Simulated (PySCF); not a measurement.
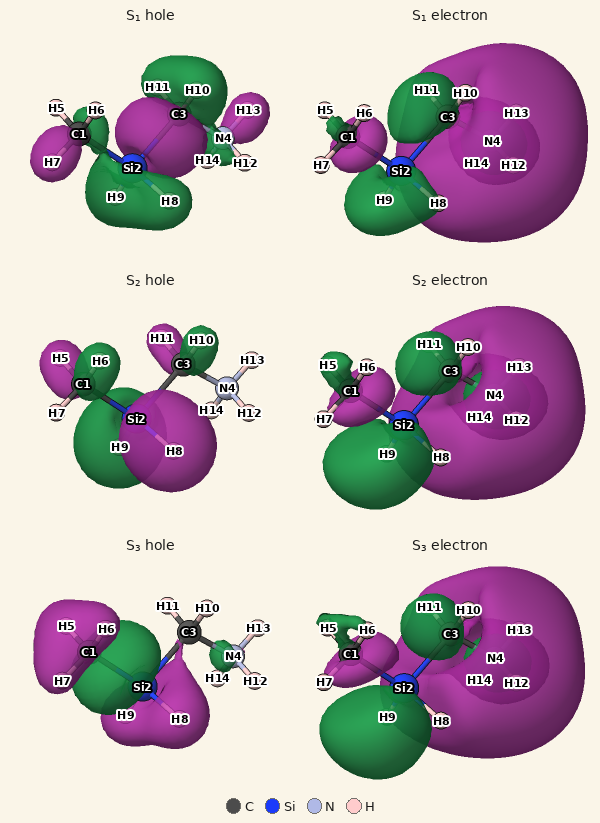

Figure 1: C$_{2}$H$_{10}$NSi, charge +1, SMILES `C[SiH2]C[NH3+]`. Leading natural transition orbitals (TDA singlet states).

PySCF calculation, CAM-B3LYP/cc-pVDZ, gas phase; geometry: GFN2-xTB. No frequency check shows the geometry to be a minimum. Without diffuse functions Rydberg states are missing, so the states' numbers hold for this basis only.

**Describe these excited states.**

By state:
- S₁: 7.91 eV (157 nm), f = 0.010, σ → σ*; the leading pair carries 99 %; hole on C3 (41 %), Si2 (25 %) and H8, H9, H10 and H11 (5 % each), electron on N4 (18 %), H12 and H14 (16 % each) and H13 (15 %); their centroids lie 1.6 Å apart.
- S₂: 8.30 eV (149 nm), f = 0.004; the leading pair carries 99 %; hole on Si2 (36 %) and H8 and H9 (25 % each), electron on Si2 (20 %), H12 and H14 (15 % each) and N4 (15 %); their centroids lie 1.7 Å apart.
- S₃: 8.50 eV (146 nm), f = 0.142 (bright), σ → σ*, charge transfer; the leading pair carries 97 %; hole on C1 (39 %), Si2 (30 %) and H8 and H9 (6 % each), electron on Si2 (21 %), N4 (14 %) and H12 and H14 (14 % each); their centroids lie 2.5 Å apart.
